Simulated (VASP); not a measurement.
Band structure of Y (hcp). Computed with rev-vdW-DF2, VASP's PBE PAW potentials (set 64) (plane waves; VASP).

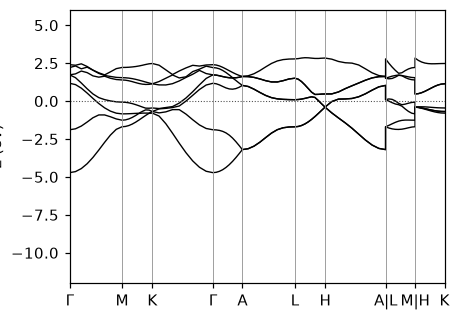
*Bands along high-symmetry lines, zero at the valence-band maximum or, without a gap, the Fermi level*

Task: Read the plot: is there a gap, and where are the band edges?

Result: It has no gap at this level: it comes out as a metal or semimetal. (Edges off the drawn lines would not show.)

The compound is Y in the hcp structure. It was relaxed first.
